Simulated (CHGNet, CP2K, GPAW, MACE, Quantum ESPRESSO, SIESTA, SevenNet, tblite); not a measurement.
## Quantum ESPRESSO on random rock-salt (Ti, Nb, Ta, Hf)C solid solution (64 atoms): settings compared

How far do other settings of Quantum ESPRESSO move the forces in random rock-salt (Ti, Nb, Ta, Hf)C solid solution (64 atoms)? One run of the same program serves as the yardstick.

Main program and level: Quantum ESPRESSO 7.5; the method is named at each step.

### Step 1. The starting structure

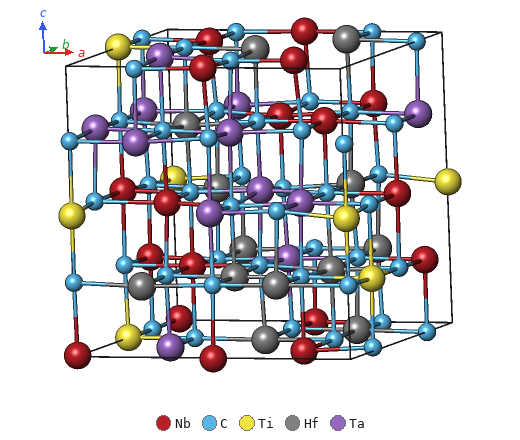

The cell as given, slightly off an axis (niobium red, carbon blue, titanium yellow, hafnium grey, tantalum purple). Some periodic images of atoms are drawn too.

The cell holds 64 atoms: 11 Nb, 32 C, 3 Ti, 9 Hf and 9 Ta. Its edges and angles: a = 8.990 Å, b = 8.990 Å, c = 8.990 Å, α = 90.0°, β = 90.0°, γ = 90.0°. Rock-salt lattice (a = 4.495 Å, the mean of the end members), 2 x 2 x 2 cells, metal sites filled at random with 3 Ti, 11 Nb, 9 Ta, 9 Hf; every coordinate displaced by a Gaussian of 0.05 Å. Then every atom was moved at random, 0.02 Å r.m.s. a Cartesian component.

The yardstick, on the same geometry:

* method: Kohn-Sham DFT, PBE, SSSP efficiency 1.3.0 pseudopotentials, plane waves (Quantum ESPRESSO 7.5); sssp-pbe-1.3.0-efficiency, cutoffs 60/480 Ry, Γ point
* r.m.s. force component: 1.088 eV/Å
* longest force: 5.203 eV/Å
* pressure: 5.26 GPa
* time: 3.5 min on 4 MPI ranks of Arm Neoverse V2, shared host
* CPU time: 14 min

### Step 2. PBE, gbrv-1.5, 40/200 Ry

Method: Kohn-Sham DFT, PBE, GBRV 1.5 ultrasoft pseudopotentials, plane waves.

File pw.in:

```
&control
  calculation = 'scf'
  pseudo_dir = './pseudo'
  outdir = './tmp'
  disk_io = 'none'
  tprnfor = .true.
  tstress = .true.
/
&system
  ibrav = 0
  nat = 64
  ntyp = 5
  ecutwfc = 40
  ecutrho = 200
  nosym = .true.
  occupations = 'smearing'
  smearing = 'fd'
  degauss = 0.003675
/
&electrons
  conv_thr = 3.2e-07
  electron_maxstep = 100
  mixing_beta = 0.2
  mixing_mode = 'local-TF'
  diagonalization = 'david'
/
ATOMIC_SPECIES
Nb 92.906 Nb.upf
C 12.011 C.upf
Ti 47.867 Ti.upf
Hf 178.490 Hf.upf
Ta 180.948 Ta.upf
CELL_PARAMETERS angstrom
8.99000 0.00000 0.00000
0.00000 8.99000 0.00000
0.00000 0.00000 8.99000
ATOMIC_POSITIONS crystal
Nb 0.00654 0.99830 0.00450
C 0.24952 0.00073 0.99288
Ti 0.99333 0.25329 0.24667
C 0.24367 0.25170 0.24979
Hf 0.24766 0.00326 0.24408
C 0.00036 0.00485 0.25415
Ta 0.25007 0.25281 0.00277
C 0.98903 0.25003 0.00986
Ti 0.00170 0.00371 0.48422
C 0.25407 0.99549 0.49847
Ta 0.00496 0.25545 0.75302
C 0.25337 0.24691 0.74894
Ta 0.24556 0.00036 0.74005
C 0.00318 0.00530 0.74088
Nb 0.25223 0.26624 0.49890
C 0.99572 0.24635 0.50325
Ti 0.00567 0.50221 0.00265
C 0.24805 0.50019 0.00321
Nb 0.00115 0.75180 0.24815
C 0.24890 0.74817 0.24308
Nb 0.24863 0.50032 0.25224
C 0.00168 0.50000 0.25238
Nb 0.24657 0.74562 0.99344
C 0.99782 0.75752 0.99828
Nb 0.00442 0.50137 0.50758
C 0.25075 0.50032 0.50567
Ta 0.99693 0.74997 0.74972
C 0.25950 0.75917 0.75257
Hf 0.25047 0.48729 0.73535
C 0.00018 0.50687 0.74758
Hf 0.25418 0.75627 0.48765
C 0.00632 0.74740 0.49588
Nb 0.49974 0.00013 0.99796
C 0.74927 0.98974 0.99805
Hf 0.49748 0.24370 0.24801
C 0.73633 0.25263 0.24934
Hf 0.73848 0.99970 0.25278
C 0.50718 0.00133 0.25098
Nb 0.74091 0.24321 0.99603
C 0.51187 0.24173 0.99259
Ta 0.50201 0.01276 0.49664
C 0.75193 0.99860 0.50828
Ta 0.49877 0.24071 0.74534
C 0.75396 0.26292 0.75202
Nb 0.74405 0.99335 0.75269
C 0.51198 0.99856 0.75713
Ta 0.74243 0.25686 0.50410
C 0.49432 0.24366 0.49004
Hf 0.50597 0.49819 0.99945
C 0.75877 0.49210 0.00450
Ta 0.50764 0.73970 0.24934
C 0.75555 0.75534 0.25249
Hf 0.75639 0.49466 0.24295
C 0.49109 0.50770 0.25575
Hf 0.74405 0.75528 0.00409
C 0.50868 0.75259 0.00624
[... 4 atom lines left out ...]
Nb 0.74751 0.50074 0.75559
C 0.50401 0.49776 0.75201
Hf 0.74250 0.74831 0.50661
C 0.49658 0.74525 0.49022
K_POINTS gamma
```

Started as:

```sh
$ OMP_NUM_THREADS=1 mpirun -np 2 pw.x -in pw.in > output.txt
```

What it wrote:

```text
Program PWSCF
     gamma-point specific algorithms are used
     Parallelization info
     sticks:   dense  smooth     PW     G-vecs:    dense   smooth      PW
     Min        2296    1840    461               117172    83828   10431
     Max        2301    1841    464               117173    83833   10432
     Sum        4597    3681    925               234345   167661   20863
     bravais-lattice index     =            0
     lattice parameter (alat)  =      16.9886  a.u.
     unit-cell volume          =    4903.1556 (a.u.)^3
     number of atoms/cell      =           64
     number of atomic types    =            5
     number of electrons       =       532.00
     number of Kohn-Sham states=          319
     kinetic-energy cutoff     =      40.0000  Ry
     charge density cutoff     =     200.0000  Ry
     scf convergence threshold =      3.2E-07
     mixing beta               =       0.2000
     number of iterations used =            8  local-TF  mixing
     Exchange-correlation= SLA  PW   PBE  PBE
                           (   1   4   3   4   0   0   0)
     crystal axes: (cart. coord. in units of alat)
               a(1) = (   1.000000   0.000000   0.000000 )
               a(2) = (   0.000000   1.000000   0.000000 )
               a(3) = (   0.000000   0.000000   1.000000 )
     reciprocal axes: (cart. coord. in units 2 pi/alat)
               b(1) = (  1.000000  0.000000  0.000000 )
               b(2) = (  0.000000  1.000000  0.000000 )
               b(3) = (  0.000000  0.000000  1.000000 )
     PseudoPot. # 1 for Nb:
     Pseudo is Ultrasoft + core correction, Zval = 13.0
     PseudoPot. # 2 for C :
     Pseudo is Ultrasoft + core correction, Zval =  4.0
     PseudoPot. # 3 for Ti:
     Pseudo is Ultrasoft + core correction, Zval = 12.0
     PseudoPot. # 4 for Hf:
     Pseudo is Ultrasoft + core correction, Zval = 12.0
     PseudoPot. # 5 for Ta:
     Pseudo is Ultrasoft + core correction, Zval = 13.0
     atomic species   valence    mass     pseudopotential
     Nb               13.00    92.90600     Nb( 1.00)
     C                 4.00    12.01100     C ( 1.00)
     Ti               12.00    47.86700     Ti( 1.00)
     Hf               12.00   178.49000     Hf( 1.00)
     Ta               13.00   180.94800     Ta( 1.00)
     No symmetry found
   Cartesian axes
     number of k points=     1  Fermi-Dirac smearing, width (Ry)=  0.0037
                       cart. coord. in units 2pi/alat
        k(    1) = (   0.0000000   0.0000000   0.0000000), wk =   2.0000000
     Dense  grid:   117173 G-vectors     FFT dimensions: (  80,  80,  80)
     Smooth grid:    83831 G-vectors     FFT dimensions: (  72,  72,  72)
     Check: negative core charge=   -0.000013
     Initial potential from superposition of free atoms
     starting charge     510.9585, renormalised to     532.0000
     negative rho (up, down):  1.888E+00 0.000E+00
     Starting wfcs are  535 randomized atomic wfcs
     Self-consistent Calculation
     iteration #  1     ecut=    40.00 Ry     beta= 0.20
     negative rho (up, down):  1.851E+00 0.000E+00
     total energy              =   -4753.64765205 Ry
     estimated scf accuracy    <     353.77819020 Ry
     iteration #  2     ecut=    40.00 Ry     beta= 0.20
     negative rho (up, down):  1.790E+00 0.000E+00
     total energy              =   -4732.81206905 Ry
     estimated scf accuracy    <     201.22911688 Ry
     iteration #  3     ecut=    40.00 Ry     beta= 0.20
     negative rho (up, down):  1.774E+00 0.000E+00
     total energy              =   -4733.14075349 Ry
     estimated scf accuracy    <      38.47783443 Ry
     iteration #  4     ecut=    40.00 Ry     beta= 0.20
     negative rho (up, down):  1.785E+00 0.000E+00
     total energy              =   -4731.94338870 Ry
     estimated scf accuracy    <      13.59487441 Ry
     iteration #  5     ecut=    40.00 Ry     beta= 0.20
     negative rho (up, down):  1.833E+00 0.000E+00
     total energy              =   -4732.85259668 Ry
     estimated scf accuracy    <       4.61194931 Ry
     iteration #  6     ecut=    40.00 Ry     beta= 0.20
[...]
total energy              =   -4732.86640765 Ry
     estimated scf accuracy    <       4.92616834 Ry
[...]
total energy              =   -4733.26611137 Ry
[...]
iteration # 18     ecut=    40.00 Ry     beta= 0.20
[...]
total energy              =   -4733.26611117 Ry
     estimated scf accuracy    <       0.00000195 Ry
     iteration # 19     ecut=    40.00 Ry     beta= 0.20
[...]
total energy              =   -4733.26611124 Ry
     estimated scf accuracy    <       0.00000049 Ry
     iteration # 20     ecut=    40.00 Ry     beta= 0.20
     negative rho (up, down):  1.926E+00 0.000E+00
     End of self-consistent calculation
          k = 0.0000 0.0000 0.0000 ( 10432 PWs)   bands (ev):
   -50.8460 -50.7725 -50.7257 -50.6831 -50.6600 -50.6301 -50.5917 -50.4945
   -50.3136 -43.4342 -43.4196 -43.2930 -43.2493 -43.2480 -43.2229 -43.0895
   -43.0636 -42.9839 -39.3663 -39.3586 -39.2553 -37.7506 -37.7274 -37.6770
   -37.6395 -37.6160 -37.6015 -37.5950 -37.5422 -37.5305 -37.3844 -37.3479
   -17.4880 -17.4752 -17.4309 -17.3985 -17.3018 -17.2962 -17.2750 -17.2674
   -17.2377 -17.2198 -17.2005 -17.1827 -17.1764 -17.1712 -17.1536 -17.1389
[...]
19.8957  19.9731  19.9990  20.0513  20.0635  20.0904  20.1647  20.1960
    20.2267  20.2794  20.3138  20.3632  20.3822  20.4273  20.5142  20.5253
    20.5927  20.6078  20.6571  20.6898  20.7145  20.7372  20.7798  20.8472
    20.8766  20.9235  20.9273  20.9618  20.9758  21.0029  21.0401
     the Fermi energy is    18.0341 ev
!    total energy              =   -4733.26611124 Ry
     estimated scf accuracy    <       0.00000013 Ry
     smearing contrib. (-TS)   =      -0.01221553 Ry
     internal energy E=F+TS    =   -4733.25389572 Ry
     The total energy is F=E-TS. E is the sum of the following terms:
     one-electron contribution =    -335.67634975 Ry
     hartree contribution      =     477.62081002 Ry
     xc contribution           =   -1437.19791176 Ry
     ewald contribution        =   -3438.00044422 Ry
     convergence has been achieved in  20 iterations
     negative rho (up, down):  1.926E+00 0.000E+00
     Forces acting on atoms (cartesian axes, Ry/au):
     atom    1 type  1   force =    -0.03991934    0.03061801   -0.02486212
     atom    2 type  2   force =     0.01078029   -0.00413138   -0.00163056
     atom    3 type  3   force =     0.01081803   -0.00282795    0.01281695
     atom    4 type  2   force =    -0.00380160    0.02487717   -0.00299499
     atom    5 type  4   force =     0.01841724   -0.01911481    0.02500747
     atom    6 type  2   force =    -0.01523699    0.00280522   -0.01961204
[...]
atom   62 type  2   force =    -0.01004036    0.00291944   -0.00233655
     atom   63 type  4   force =     0.07797260    0.01354660   -0.04936032
     atom   64 type  2   force =     0.03089587    0.03206384    0.04264966
     Total force =     0.588855     Total SCF correction =     0.000838
     Computing stress (Cartesian axis) and pressure
     negative rho (up, down):  1.926E+00 0.000E+00
          total   stress  (Ry/bohr**3)                   (kbar)     P=       42.83
   0.00025748  -0.00002311  -0.00001505           37.88       -3.40       -2.21
  -0.00002311   0.00035894   0.00001601           -3.40       52.80        2.36
  -0.00001505   0.00001601   0.00025709           -2.21        2.36       37.82
     Message from routine punch:
     Nothing written, as per user request (disk_io='none')
```

Elapsed: 3 min, on 2 MPI ranks of Arm Neoverse V2, shared host; peak memory 1.1 GiB.

Banners, paths, timers and routine set-up lines are dropped from the logs unmarked, and long logs keep their key lines alone; longer cuts are marked.

Numbers from this run, and their distance from the reference:

```
r.m.s. force component                  : 1.093 eV/Å
r.m.s. difference of force components   : 15.77 meV/Å
longest difference of force vectors     : 57.91 meV/Å
force difference over r.m.s. force      : 1.45 %
slope of forces against the reference's : 1.004
correlation of force components         : 0.9999
pressure                                : 4.283 GPa
pressure difference                     : -0.977 GPa
```

Length of the force difference by element (eV/Å):

```
element  atoms    mean    most
      C     32   0.031   0.058
     Hf      9   0.031   0.053
     Nb     11   0.014   0.024
     Ta      9   0.012   0.017
     Ti      3  0.0043  0.0061
```

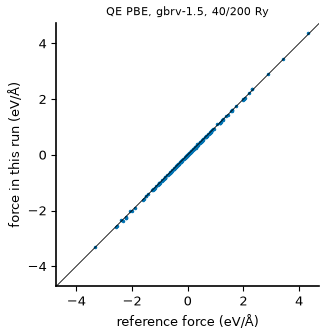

Force components against those of the reference; the line marks equality.

A closer look about Hf29, which bears the longest force: 9 atoms, nearest first, numbered in the order of the input, with positions taken from that point.

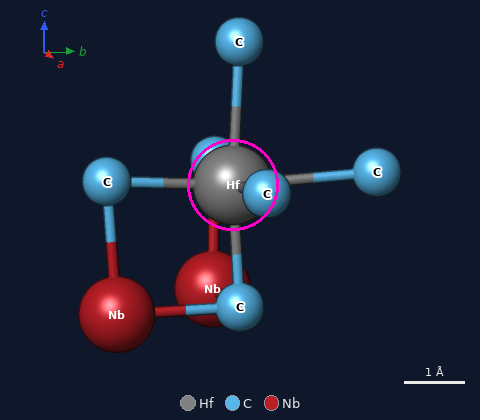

The atoms of the table, within 3.0 Å (arrows a, b, c point along x, y, z); some may hide others; the central atom is ringed.

| atom | x | y | z | distance (Å) | Fx | Fy | Fz (eV/Å) |
| --- | --- | --- | --- | --- | --- | --- | --- |
| Hf29 | 0.00 | 0.00 | 0.00 | 0.00 | 0.11 | 2.92 | 4.37 |
| C26 | 0.00 | 0.12 | -2.06 | 2.07 | 0.31 | 0.81 | -2.39 |
| C12 | 0.03 | -2.16 | 0.12 | 2.16 | -0.22 | -0.71 | 0.28 |
| C30 | -2.25 | 0.18 | 0.11 | 2.26 | -0.01 | -0.62 | 1.17 |
| C62 | 2.28 | 0.09 | 0.15 | 2.29 | -0.26 | 0.08 | -0.06 |
| C18 | -0.02 | 0.12 | 2.41 | 2.41 | 0.04 | 0.03 | -0.32 |
| C28 | 0.08 | 2.44 | 0.15 | 2.45 | -1.46 | -0.68 | -0.81 |
| Nb15 | 0.02 | -1.99 | -2.13 | 2.91 | -1.23 | -3.30 | -1.41 |
| Nb25 | -2.21 | 0.13 | -2.05 | 3.02 | -1.62 | -0.25 | -1.90 |

Forces lie 1.4 % from the reference's, at 0.44 times its CPU time (on 2 against 4 cores).

### Step 3. PBE, dojo-0.4.1-standard, 80/320 Ry

Method: Kohn-Sham DFT, PBE, PseudoDojo 0.4.1 standard norm-conserving pseudopotentials, plane waves.

The pseudopotential files are exchanged too: ./pseudo now holds the set dojo-sr-pbe-0.4.1-standard.

pw.in, as its differences from that of step 2:

```diff
@@ -12,4 +12,4 @@
   ntyp = 5
-  ecutwfc = 40
-  ecutrho = 200
+  ecutwfc = 80
+  ecutrho = 320
   nosym = .true.
```

Started as:

```sh
$ OMP_NUM_THREADS=1 pw.x -in pw.in > output.txt
```

What it wrote:

```text
Program PWSCF
     gamma-point specific algorithms are used
     sticks:   dense  smooth     PW     G-vecs:    dense   smooth      PW
     Sum        7353    7353   1837               474121   474121   59085
     bravais-lattice index     =            0
     lattice parameter (alat)  =      16.9886  a.u.
     unit-cell volume          =    4903.1556 (a.u.)^3
     number of atoms/cell      =           64
     number of atomic types    =            5
     number of electrons       =       532.00
     number of Kohn-Sham states=          319
     kinetic-energy cutoff     =      80.0000  Ry
     charge density cutoff     =     320.0000  Ry
     scf convergence threshold =      3.2E-07
     mixing beta               =       0.2000
[... lines left out ...]
     number of k points=     1  Fermi-Dirac smearing, width (Ry)=  0.0037
[... lines left out ...]
     total energy              =   -4305.49932727 Ry
[... lines left out ...]
     total energy              =   -4297.54966457 Ry
[... lines left out ...]
     total energy              =   -4301.83625460 Ry
[... lines left out ...]
     total energy              =   -4302.23649843 Ry
[... lines left out ...]
     total energy              =   -4302.23649905 Ry
[... lines left out ...]
   -50.9061 -50.8323 -50.7874 -50.7448 -50.7206 -50.6910 -50.6522 -50.5550
   -50.3755 -43.5418 -43.5255 -43.4001 -43.3560 -43.3548 -43.3295 -43.1971
   -43.1699 -43.0917 -39.4385 -39.4334 -39.3297 -37.8022 -37.7789 -37.7290
[...]
20.1613  20.2145  20.2494  20.2970  20.3175  20.3606  20.4469  20.4590
    20.5266  20.5414  20.5895  20.6234  20.6471  20.6696  20.7116  20.7803
    20.8099  20.8552  20.8594  20.8952  20.9084  20.9358  20.9747
     the Fermi energy is    17.9756 ev
!    total energy              =   -4302.23649913 Ry
     estimated scf accuracy    <       0.00000004 Ry
     smearing contrib. (-TS)   =      -0.01218163 Ry
     internal energy E=F+TS    =   -4302.22431751 Ry
     The total energy is F=E-TS. E is the sum of the following terms:
     one-electron contribution =    -347.40585223 Ry
     hartree contribution      =     485.19983074 Ry
     xc contribution           =   -1002.01785179 Ry
     ewald contribution        =   -3438.00044422 Ry
     convergence has been achieved in  21 iterations
     Forces acting on atoms (cartesian axes, Ry/au):
     atom    1 type  1   force =    -0.04002887    0.03063147   -0.02470853
     atom    2 type  2   force =     0.01089150   -0.00338649   -0.00189174
     atom    3 type  3   force =     0.01073827   -0.00299122    0.01293940
[...]
atom   63 type  4   force =     0.07741315    0.01371592   -0.04923175
     atom   64 type  2   force =     0.03073529    0.03098705    0.04136531
     Total force =     0.585187     Total SCF correction =     0.000569
     Computing stress (Cartesian axis) and pressure
          total   stress  (Ry/bohr**3)                   (kbar)     P=       51.03
   0.00031440  -0.00002316  -0.00001496           46.25       -3.41       -2.20
  -0.00002316   0.00041341   0.00001629           -3.41       60.82        2.40
  -0.00001496   0.00001629   0.00031295           -2.20        2.40       46.04
     Message from routine punch:
     Nothing written, as per user request (disk_io='none')
```

Elapsed: 9.5 min, on 1 thread; peak memory 1.4 GiB.

Numbers from this run, and their distance from the reference:

- r.m.s. force component: 1.086 eV/Å
- r.m.s. difference of force components: 6.311 meV/Å
- longest difference of force vectors: 30.38 meV/Å
- force difference over r.m.s. force: 0.5801 %
- slope of forces against the reference's: 0.9982
- correlation of force components: 1
- pressure: 5.104 GPa
- pressure difference: -0.1566 GPa

Against the first run (1.4 %), the force difference from the reference is 0.58 %, at 1.6 times the CPU time (on 1 against 2 cores).

The run ends at a pressure of 5.10 GPa, with forces up to 5.2 eV/Å.

### Step 4. The ladder

Differences are against the plane-wave reference, forces as r.m.s. over components; share is that over the reference's r.m.s. force, slope the least-squares factor from reference forces to these. Total energies of different programs have different zeros and aren't compared.

```
                                   run  Δ force, r.m.s. (meV/Å)  share (%)  slope  Δ pressure (GPa)  cores  CPU time  memory (GiB)
                             reference                        -          -      -                 -      4    14 min           3.5
           QE PBE, gbrv-1.5, 40/200 Ry                     15.8       1.45  1.004            -0.977      2   6.1 min           1.1
QE PBE, dojo-0.4.1-standard, 80/320 Ry                     6.31      0.580  0.998            -0.157      1   9.5 min           1.4
```

CPU time is summed over cores on a shared host, where runs went side by side, so it is rough. Symmetry, cutoffs, thresholds, outputs and thread counts weren't matched or tuned between programs; memory under MPI is the largest rank's times the ranks.

### Step 5. Results

```
nearest in forces : QE PBE, dojo-0.4.1-standard, 80/320 Ry, 0.58 %
its CPU time      : 9.5 min
```

In words: PBE on plane waves or a grid with other potentials, cutoffs or grids differs from the reference by 0.58 % (QE PBE, dojo-0.4.1-standard, 80/320 Ry) to 1.4 % (QE PBE, gbrv-1.5, 40/200 Ry) of the r.m.s. force; this holds the reference's own error, so differences of a few per cent don't tell which side is nearer the exact PBE result. One electronic-structure run takes under half the reference's CPU time: QE PBE, gbrv-1.5, 40/200 Ry, at 1.4 % in 6.1 min against 14 min. The reference's pressure holds the uncorrected Pulay stress of its 60 Ry basis, so small pressure differences, and their order, may be the reference's own error. The host structure and its lattice constant were typed by rule, without a check against the phase diagram. The reference's pressure of 5.3 GPa belongs to a cell and atoms that aren't relaxed at this level. The electronic-structure runs sample only Γ, in a cell whose shortest periodic width is 9 Å, which is coarse for a cell with partly filled levels. Spin–orbit coupling is left out, which matters for the levels of the heavy elements.

[Also dropped from logs without a mark: logging warnings of Python, and SIESTA's first energy breakdown and zero terms.]

[Logs are printed without paths, hosts, clocks, repeated set-up lines and the standing remarks that a program may print on its own settings, such as how far it seeks lower states.]

[Hosts, paths, dates, database ids (printed as entryN), source tags and the programs' standing remarks are cut or masked in the printed files.]
